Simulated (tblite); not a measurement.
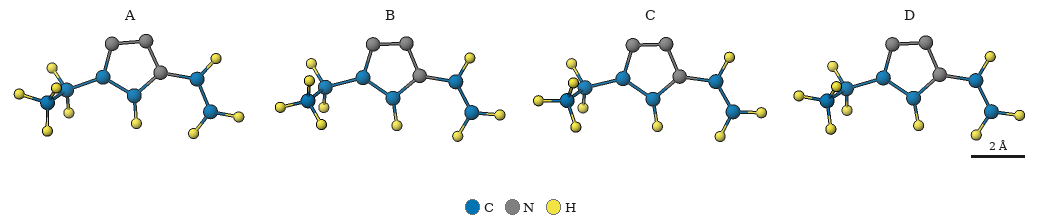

4 geometries from one relaxation of C6H9N3, in shuffled order. The picture is a ball-and-stick view, seen face on.

Method: GFN2-xTB geometry optimisation, gas phase (tblite 0.8.0). 

**Put them in the order of the run, from the start to the converged end.**

A, D, C, B. They are steps 0, 14, 32, 62, at +10.5 kcal/mol, +1.83 kcal/mol, +0.44 kcal/mol relative to the last. The largest move after the best rigid fit is that of an H atom, 0.62 Å. By element the largest moves are H 0.62 Å, C 0.13 Å, N 0.13 Å. Some distances before and after: C–H 1.136 → 1.087 Å, C–C 1.497 → 1.530 Å, N–N 1.300 → 1.272 Å, C–C 1.345 → 1.324 Å. Among the angles between lasting bonds that change: N–C–H 122.5° → 111.6°, C–C–H 116.0° → 123.1°, C–C–H 124.9° → 131.9°. Groups turn about C–C by about 35°. The energy falls by 10.5 kcal/mol in 62 geometry steps. Cost: 0.32 s on 1 thread of Arm Neoverse V2, with other jobs on the host.
